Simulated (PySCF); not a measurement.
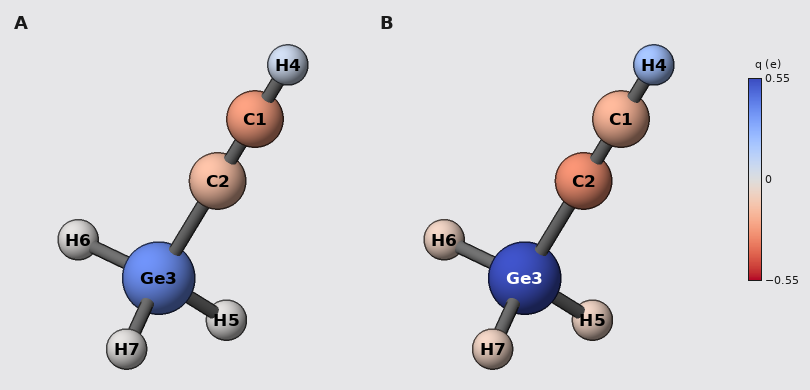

Atomic charges of one calculation by 2 schemes, on one colour scale. The computed structure is the end point of a GFN2-xTB optimisation. No frequency run is at hand to confirm it as a minimum. Method: PBE0/pcSseg-1 (PySCF 2.14.0).

### The schemes are IAO, Mulliken. Which panel shows which?

A Mulliken, B IAO.

List the charges (e), one line for each set of equivalent atoms.

```csv
atom,Mulliken,IAO
C1,−0.27,−0.20
C2,−0.16,−0.30
Ge3,0.38,0.54
H4,0.07,0.20
"H5, H6, H7",−0.01,−0.08
```

The geometry is semi-empirical. Around Ge such bond lengths and angles can be off by a tenth of an ångström or more and by several degrees, and values that hang on the shape move with them.
